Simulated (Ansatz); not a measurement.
# C$_{2}$H$_{6}$OSW (SMILES [CH3][W]([CH3])(=[O])=[S]): what the fields show

The calculation's input:

```
crystal:
  periodic: [false, false, false]
  atoms:
    - {symbol: C, position_ang: [-1.708006, 0.508132, 0.165614]}
    - {symbol: W, position_ang: [0.207573, 0.317115, -0.671972]}
    - {symbol: C, position_ang: [1.471227, -0.896375, 0.484859]}
    - {symbol: O, position_ang: [0.032683, -0.422701, -2.185910]}
    - {symbol: S, position_ang: [1.080351, 2.252270, -0.853086]}
    - {symbol: H, position_ang: [-1.630833, 0.980187, 1.150662]}
    - {symbol: H, position_ang: [-2.376712, 1.111471, -0.452994]}
    - {symbol: H, position_ang: [-2.145684, -0.492154, 0.269034]}
    - {symbol: H, position_ang: [1.600570, -0.448970, 1.475948]}
    - {symbol: H, position_ang: [2.458295, -1.022316, 0.033536]}
    - {symbol: H, position_ang: [1.010516, -1.886658, 0.584300]}
basis:
  gaussian: {orbitals: def2-TZVPP}
hamiltonian: {xc: pbe0, dispersion: d4}
output: {orbitals: {seedname: orbitals}}
```

Run with:

```sh
ansatz run in.yaml --threads 4 --pin off --events-out ev --progress --plain --max-ram 11315MiB
```

Geometry: PBE0-D4/def2-TZVP; core potentials replace the inner electrons of W.

The calculation used RKS PBE0-D4/def2-TZVPP (Ansatz).

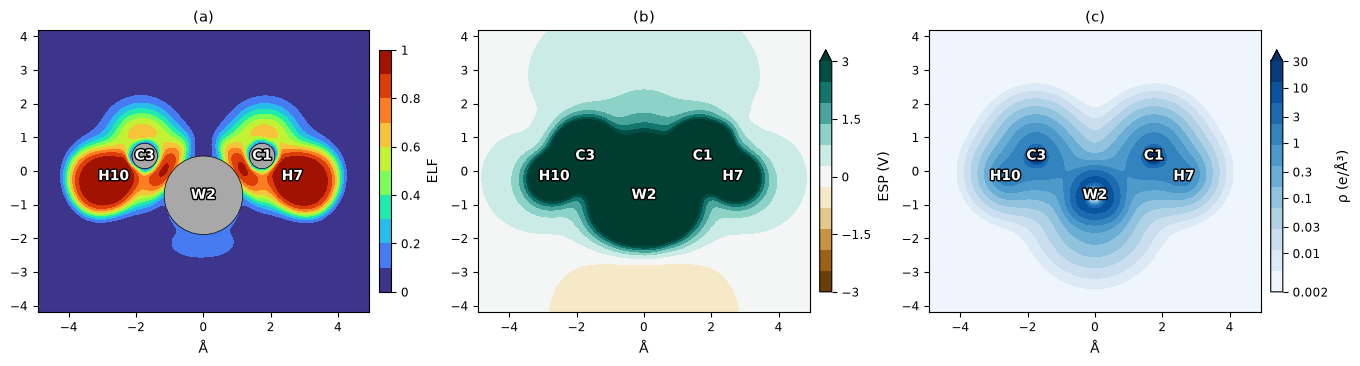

Figure 1. (a) electron localisation function; (b) electrostatic potential; (c) electron density on the plane of atoms W2, C1 and H7. Grey discs cover the atomic cores in the ELF map.

**Interpret the plot.**

- Atoms in the plane: C, W and H.
- C–W (2.10 Å): ρ at the midpoint is about 0.95 e/Å³; the ELF peaks at about 0.90 in the valence shell of C, 0.7 Å from its nucleus, and is about 0.55 at the midpoint.
- C–H (1.09 Å): the density is about 1.9 e/Å³ at the midpoint; the ELF climbs to about 1 towards the hydrogen, as it does in any bond to H; a covalent bond by its length.
- Outside the dense part of the molecule the potential is most negative (−0.8 V) near S5, which lies off the plane.

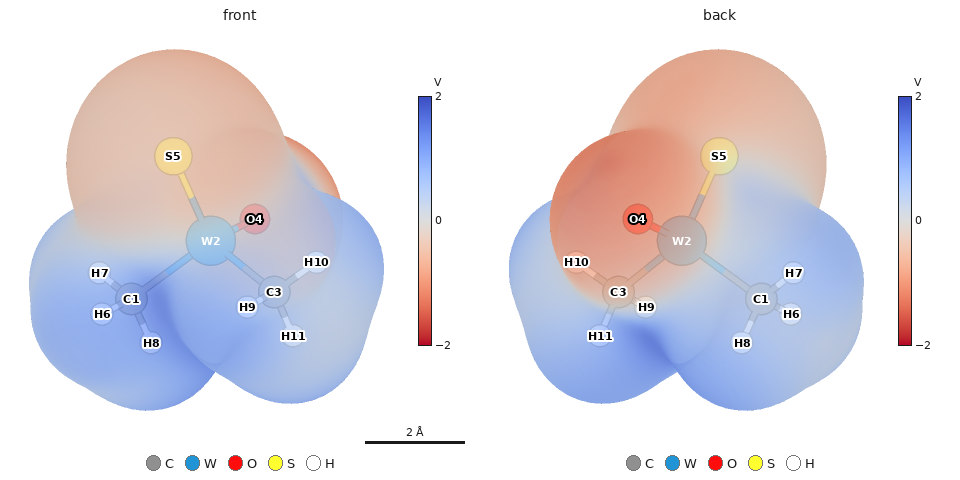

Figure 2. The molecular electrostatic potential painted on the density surface at 0.001 e/bohr³, seen from the front and from behind; the colour scale runs from red (negative) to blue (positive).

**Describe the electrostatic potential map.**

The most negative region (about −1.3 V) lies over O4, the most positive (about +1.5 V) over W2. O4 is the likeliest acceptor of a hydrogen bond.

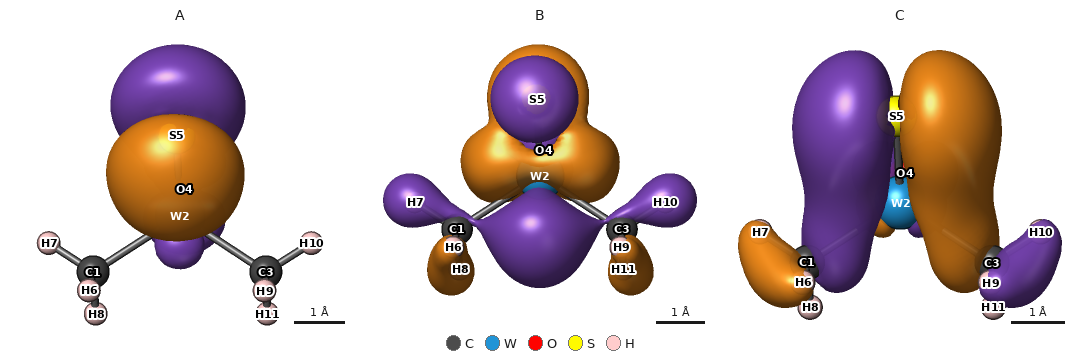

Figure 3. Three frontier orbitals at ±0.08 Å⁻³ᐟ² (orange and purple are the two phases), in no order.

**Which picture is the HOMO−1, the HOMO and the LUMO?**

C is the HOMO−1 (−7.94 eV). By Hirshfeld shares it lies mainly on S5 (about 60 %), W2 (about 20 %), C1 (about 5 %) and C3 (about 5 %). A is the HOMO (−7.55 eV). By Hirshfeld shares it lies mainly on S5 (about 70 %), O4 (about 15 %) and W2 (about 15 %); largely a lone pair of S5. B is the LUMO (−2.73 eV). It lies mainly on W2 (about 60 %), S5 (about 15 %), C1 (about 5 %) and C3 (about 5 %).

**What is the HOMO–LUMO gap?**

4.82 eV between the orbital energies.
